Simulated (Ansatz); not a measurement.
# CH4FN3Si: what the fields show

```xyz
10

N     0.7075   -2.0820   -1.2624
C     0.2088   -1.0831   -0.6516
N     0.0814   -0.8261    0.7330
Si   -0.5923    0.5136   -0.1184
N     0.0270    2.0903    0.1150
F    -2.2138    0.7261   -0.1396
H     0.6480   -1.9551   -2.2831
H     0.3596   -1.4397    1.5107
H    -0.5309    2.9153   -0.1111
H     1.0300    2.2778    0.1376
```

Computed with Ansatz 0.2.0, RKS PBE/def2-SVP.

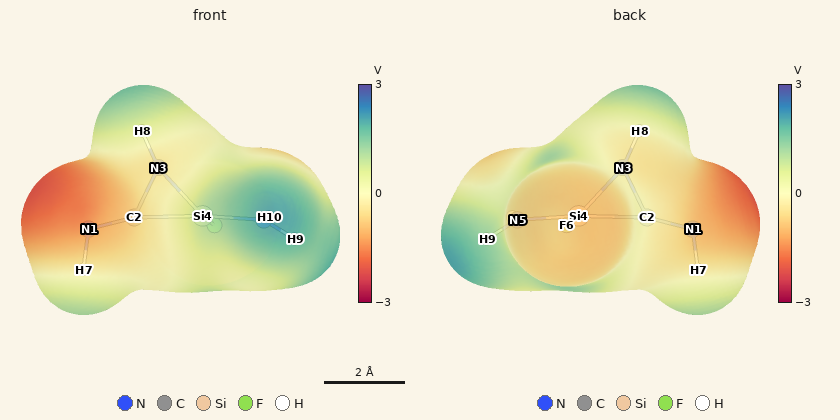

Figure 1. The electrostatic potential painted on the density surface at 0.002 e/bohr³, seen from the front and from behind; the colour scale runs from red (negative) to blue (positive).

Where is the surface potential most negative and most positive?

Answer. The most negative region (about −2.0 V) lies over N1, the most positive (about +2.0 V) over H9 and H10. N1 is the likeliest acceptor of a hydrogen bond.

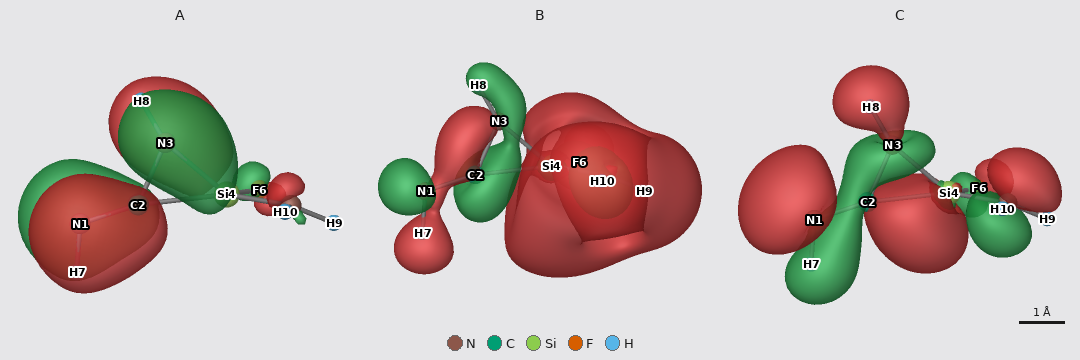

Figure 2. Three frontier orbitals at ±0.06 Å⁻³ᐟ² (green and red are the two phases), in no order.

Which picture is the HOMO−1, the HOMO and the LUMO?

Answer. A is the HOMO−1 (−5.71 eV). Its weight (Hirshfeld) is mainly on N1 (about 40 %), N3 (about 35 %) and C2 (about 15 %); largely a combination of lone pairs on N1 and N3. C is the HOMO (−5.20 eV). It lies mainly on N1 (about 50 %), C2 (about 15 %), Si4 (about 15 %), N5 (about 10 %) and N3 (about 5 %). B is the LUMO (−0.49 eV). It lies mainly on Si4 (about 40 %), N5 (about 15 %), C2 (about 15 %), F6 (about 10 %), H10 (about 10 %) and H9 (about 5 %).

What is the HOMO–LUMO gap?

Answer. 4.71 eV between the orbital energies.

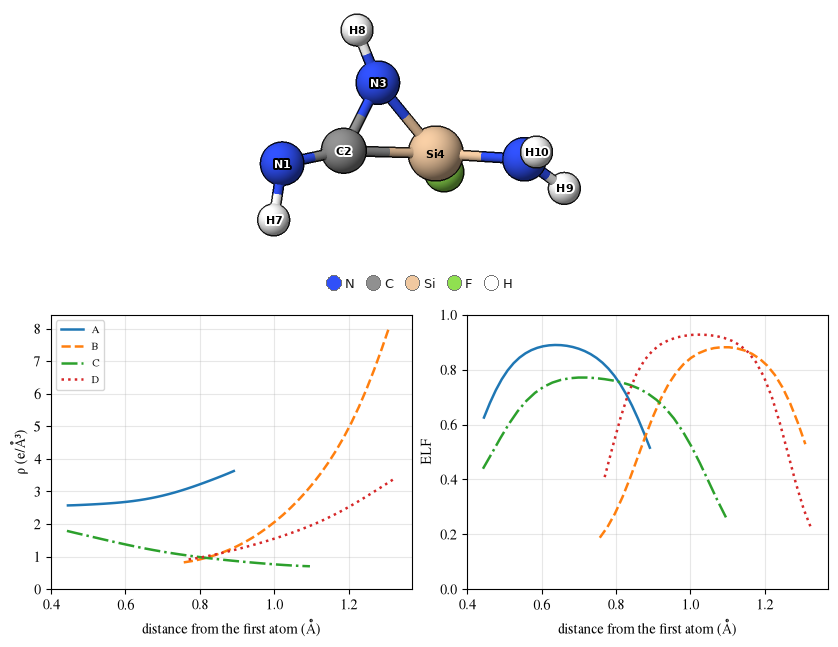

Figure 3. Electron density and electron localisation function along straight lines between neighbouring atoms. The curves leave out the atomic cores. The structure is drawn too.

Which curve belongs to which contact (C–N, C–Si, Si–F and Si–N)? The first atom named is at distance zero.

Answer. Curve A: C–N (1.27 Å): ρ at the midpoint is about 2.7 e/Å³; the ELF peaks at about 0.90 between the atoms (localised, covalent bonding). Curve B: Si–F (1.64 Å): the density is about 0.97 e/Å³ at the midpoint; the ELF peaks at about 0.90 in the valence shell of F, 0.6 Å from its nucleus, and is about 0.35 at the midpoint. Curve C: C–Si (1.86 Å): ρ at the midpoint is about 0.82 e/Å³; the ELF peaks at about 0.75 between the atoms, as expected for a covalent bond. Curve D: Si–N (1.71 Å): ρ at the midpoint is about 1.1 e/Å³; the ELF peaks at about 0.95 between the atoms (a polar covalent bond).
